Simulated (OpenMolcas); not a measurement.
# triplet GaSiH3F2 at 5 levels

We compute a comparison of 5 runs (UBHLYP/6-31G*, UBLYP/6-31G*, UPBE0/6-31G*, UB3LYP/6-31G*, ROCCSD(T)/6-31G*) of triplet GaSiH3F2. 

The calculation is run with OpenMolcas 26.06.

**1. The system as given**

GaSiH3F2: 7 atoms, total charge 0, spin state triplet. SMILES of the parent species: `[F][Ga]([F])[SiH3]`. The coordinates come from a PBE0-D4/def2-TZVP relaxation. That shape belongs to the parent species and isn't relaxed for this state.

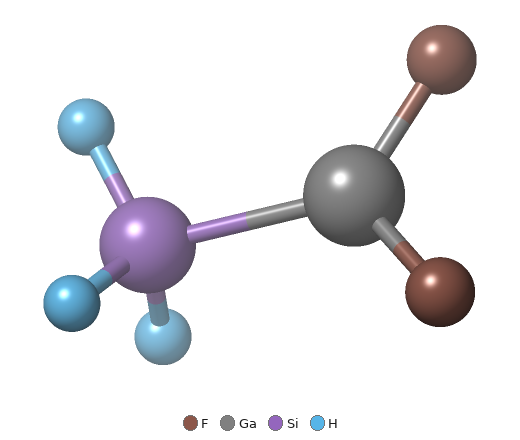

Viewed from a chosen angle; fluorine brown, gallium grey, silicon purple, hydrogen blue.

**2. The energy at UBHLYP/6-31G(d) (spherical functions) (run 1)**

input.xyz reads:

```xyz
7

F      0.337700    -1.716900     2.042000
Ga     0.749800    -0.872200     0.566000
F      2.304600    -1.409500    -0.029300
Si    -0.636100     0.761900    -0.486900
H      0.191200     1.594100    -1.392900
H     -1.267600     1.599600     0.561500
H     -1.679500     0.043100    -1.260400
```

job.inp reads:

```
>>> EXPORT MOLCAS_PRINT=2
&GATEWAY
BASLIB=$CurrDir
COORD=input.xyz
BASIS=6-31Gs
GROUP=NoSym
&SEWARD
GRIDINPUT
Grid=UltraFine
End of Grid
&SCF
UHF
SPIN=3
KSDFT=HYB_GGA_XC_BHANDHLYP
THRESHOLDS=1e-10 1e-07 1e-07 1e-05
PRORBITALS=0
```

The basis set 6-31G* is read from a file made from the Basis Set Exchange's data (not shown).

Command:

```console
export MOLCAS_MEM=1860
pymolcas job.inp > job.log
```

Standard output:

```text
--- Start Module: gateway ---
[...]
--- Stop Module: gateway /rc=_RC_ALL_IS_WELL_ ---
--- Start Module: seward ---
[...]
      Basis functions           84
--- Stop Module: seward /rc=_RC_ALL_IS_WELL_ ---
[...]
--- Start Module: scf ---
[...]
       Convergence after  25 Iterations
[...]
::    Total KS-DFT energy                           -2415.3107318086
[...]
      Total spin, S                                     1.0018847826
[...]
      Total electronic charge=   66.000000
      Total            charge=   -0.000000
[...]
      Dipole Moment (debye):
      Origin of the operator (angstrom)=    0.5895   -0.6883    0.4460
                   X= -3.3065E+00               Y=  3.6649E+00               Z= -2.4914E+00           Total=  5.5291E+00
      Quadrupole Moment (debye*angstrom):
[...]
--- Stop Module: scf /rc=_RC_ALL_IS_WELL_ ---
[...]
```

It took 32 s on 1 thread of Intel Xeon 6975P-C (Granite Rapids), shared host; peak memory 0.47 GiB.

**3. A single-point energy at UBLYP/6-31G(d) (spherical functions) (run 2)**

run.inp reads:

```
&GATEWAY
BasLib = $CurrDir
Coord
7
angstrom
F        0.337700      -1.716900       2.042000
Ga       0.749800      -0.872200       0.566000
F        2.304600      -1.409500      -0.029300
Si      -0.636100       0.761900      -0.486900
H        0.191200       1.594100      -1.392900
H       -1.267600       1.599600       0.561500
H       -1.679500       0.043100      -1.260400
Basis = 6-31Gs
Group = NoSym
&SEWARD
GridInput
Grid=UltraFine
End of Grid
&SCF
UHF
Spin = 3
KSDFT = BLYP
Thresholds = 1e-10 1e-07 1e-07 1e-05
PrOrbitals = 1
```

The basis set 6-31G* is read from a file made from the Basis Set Exchange's data (not shown).

Command:

```console
export MOLCAS_MEM=1860
pymolcas run.inp > run.log
```

Standard output:

```text
--- Start Module: gateway ---
[...]
--- Stop Module: gateway /rc=_RC_ALL_IS_WELL_ ---
--- Start Module: seward ---
[...]
      Basis functions           84
--- Stop Module: seward /rc=_RC_ALL_IS_WELL_ ---
[...]
--- Start Module: scf ---
[...]
       Convergence after  29 Iterations
[...]
::    Total KS-DFT energy                           -2415.4686456978
[...]
      Total spin, S                                     1.0006038560
[...]
      Total electronic charge=   66.000000
      Total            charge=   -0.000000
[...]
      Dipole Moment (debye):
      Origin of the operator (angstrom)=    0.5895   -0.6883    0.4460
                   X= -2.3938E+00               Y=  2.6617E+00               Z= -1.7859E+00           Total=  4.0005E+00
      Quadrupole Moment (debye*angstrom):
[...]
--- Stop Module: scf /rc=_RC_ALL_IS_WELL_ ---
[...]
```

Wall time 37 s (1 thread of Intel Xeon 6975P-C (Granite Rapids), shared host); peak memory 0.46 GiB.

Runs 3 to 4 aren't shown in full; the table further down has their settings and results.

**4. A single-point energy at ROCCSD(T)/6-31G(d) (spherical functions) (run 5)**

calc.input reads:

```
&GATEWAY
 BASLIB=$CurrDir
 COORD
 7
 bohr
 F      0.63816051    -3.24447078     3.85882075
 Ga     1.41691665    -1.64821913     1.06958499
 F      4.35506283    -2.66356897    -0.05536898
 Si    -1.20205479     1.43978233    -0.92010765
 H      0.36131564     3.01241242    -2.63219952
 H     -2.39541684     3.02280591     1.06108122
 H     -3.17379503     0.08144720    -2.38181081
 BASIS=6-31Gs
 GROUP=NoSym

&SEWARD

&SCF
 UHF
 SPIN=3
 THRESHOLDS=1e-10 1e-07 1e-07 1e-05
 PRORBITALS=1 1

&RASSCF
 FILEORB=$Project.UnaOrb
 SPIN=3
 NACTEL=2 0 0
 INACTIVE=32
 RAS2=2
 OUTORBITALS=Canonical
 ORBLISTING=Nothing

&MOTRA
 JOBIPH
 FROZEN=16

&CCSDT
 CCT
 TRIPLES=3
 ITERATIONS=80
 ACCURACY=1e-08
 EXTRAPOLATION=5 4
```

The basis set 6-31G* is read from a file made from the Basis Set Exchange's data (not shown).

Command:

```console
export MOLCAS_MEM=1860
pymolcas calc.input > calc.log
```

Standard output:

```text
--- Start Module: gateway ---
[...]
--- Stop Module: gateway /rc=_RC_ALL_IS_WELL_ ---
[...]
      Basis functions           84
[...]
       Convergence after  26 Iterations
[...]
::    Total SCF energy                              -2412.3954383583
[...]
      Total spin, S                                     1.0020884668
[...]
      Number of active orbitals                  2
[...]
      Spin quantum number                      1.0
[...]
      Active orbitals                            2
[...]
      Number of CSFs                             1
[...]
      Number of root(s) required                 1
[...]
      Convergence after 10 iterations
[...]
      printout of CI-coefficients larger than  0.05 for root  1
      energy=   -2412.393251
      conf/sym  11     Coeff  Weight
             1  uu   1.00000 1.00000
      Natural orbitals and occupation numbers for root  1
      sym 1:   1.000000   1.000000
      ************************************************************************************************************************
      *                                                    Final results                                                     *
[...]
::    RASSCF root number  1 Total energy:  -2412.39325125
[...]
      Total electronic charge=   66.000000
      Total            charge=   -0.000000
[...]
      Dipole Moment (debye):
      Origin of the operator (angstrom)=    0.5895   -0.6883    0.4460
                   X= -3.7719E+00               Y=  4.1809E+00               Z= -2.8761E+00           Total=  6.3229E+00
      Quadrupole Moment (debye*angstrom):
[...]
--- Start Module: motra ---
[...]
      *** WARNING: Default frozen orbitals is overwritten by user input.
      *** Default values:  18
[...]
--- Stop Module: motra /rc=_RC_ALL_IS_WELL_ ---
--- Start Module: ccsdt ---
[...]
      Convergence after                    25  Iterations
      Total energy (diff) :   -2413.05481829      -0.00000000
[...]
 METHOD                       : CCSD+T(CCSD)+<T3(1)WT1>+<T3(1)UT2> = CCSD(T)
[...]
       CCSD     =     -2413.0548182919097
[...]
--- Stop Module: ccsdt /rc=_RC_ALL_IS_WELL_ ---
[...]
```

It took 62 s on 1 thread of Intel Xeon 6975P-C (Granite Rapids), shared host; peak memory 0.47 GiB.

**5. The series**

| run | level | Cartesian functions | integration grid | energy (Eh) | dipole moment (D) | HOMO energy (eV) | ⟨S²⟩ | wall time |
| --- | --- | --- | --- | --- | --- | --- | --- | --- |
| 1 | UBHLYP/6-31G* (spherical functions) | no | UltraFine | -2415.310732 | 5.53 | -4.59 | 2.006 | 32 s |
| 2 | UBLYP/6-31G* (spherical functions) | no | UltraFine | -2415.468646 | 4.00 | -2.64 | 2.002 | 37 s |
| 3 | UPBE0/6-31G* (spherical functions) | no | UltraFine | -2414.854075 | 4.87 | -3.89 | 2.004 | 30 s |
| 4 | UB3LYP/6-31G* (Cartesian functions) | yes | UltraFine | -2415.498438 | 4.64 | -3.56 | 2.003 | 36 s |
| 5 | ROCCSD(T)/6-31G* (spherical functions) | no | – | -2413.069360 | – | – | – | 62 s |

**6. What came out**

| quantity | value |
| --- | --- |
| run 5: total energy | -2413.06936 Eh |
| run 5: (T) correction | -14.54 mEh |

**Reading.** Over runs 1, 2, 3, 4 the dipole moment (its size) runs from 4.00 D (UBLYP/6-31G*) to 5.53 D (UBHLYP/6-31G*). Totals of different functionals can't be ranked against each other. All runs together took 3.3 min, the longest 62 s.
